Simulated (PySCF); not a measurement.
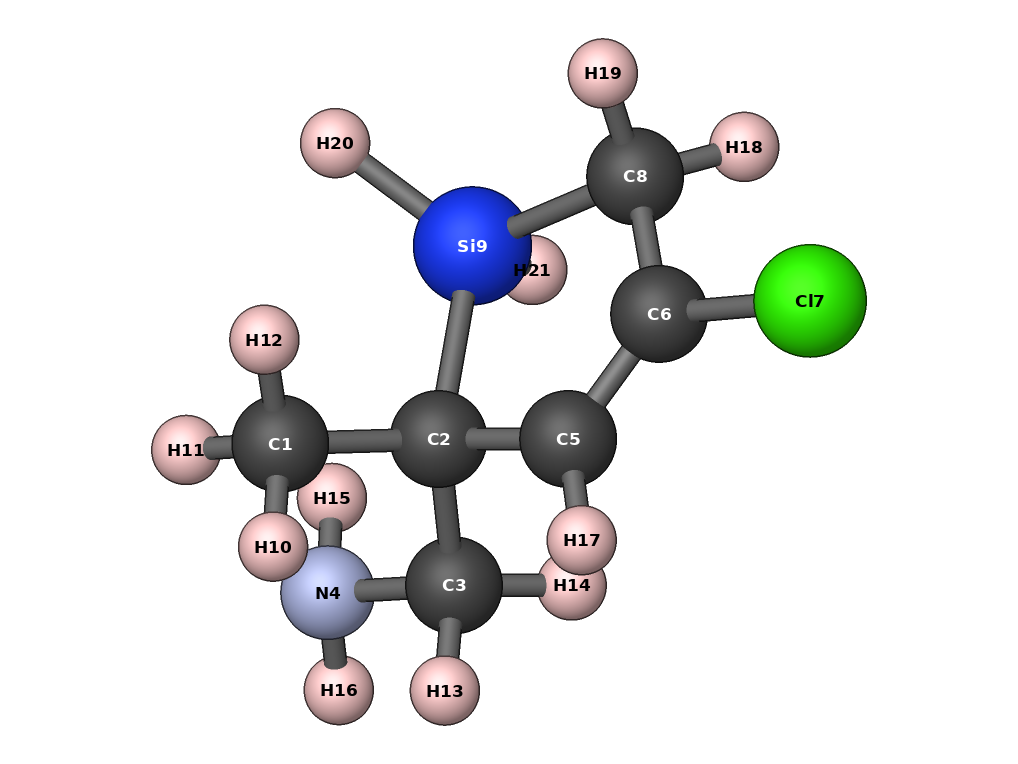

The computed structure is the end point of a GFN2-xTB optimisation. No frequency run is at hand to confirm it as a minimum. Method: GIAO PBE0/pcSseg-1 NMR shielding, non-relativistic, gas phase (PySCF 2.14.0). Principal shieldings σ11 ≤ σ22 ≤ σ33, span Ω = σ33 − σ11, skew κ = 3(σiso − σ22)/Ω.

Give the shielding tensors of the Si atoms.

```csv
atom,σ11,σ22,σ33,σiso,Ω,κ
Si9,338.4,361.0,422.1,373.8,83.7,0.46
```

Shieldings and span in ppm.

The geometry is semi-empirical. Around Si such bond lengths and angles can be off by a tenth of an ångström or more and by several degrees, and values that hang on the shape move with them.
